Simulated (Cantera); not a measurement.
A closed system holds: 1 mol CCl4, 0.1 mol F2, 0.22 mol H2, at 91.0 mbar.

Equilibrium computed with Cantera from the NASA thermochemical tables; the gas is ideal and each condensed phase is pure. Candidate condensed phases: C, C6H6, C7H8, C8H18; 118 gas species. The tables' values for CCl are old estimates; treat these amounts as uncertain. Rates play no part.

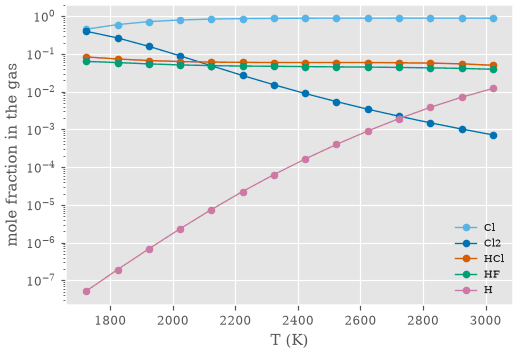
Figure. Equilibrium gas composition (values under 1e-9 drawn at 1e-9)

From 1723 K to 3023 K the condensed part is C(graphite). The main C-bearing gas is CF4 at 1723 K and C3 at 3023 K.
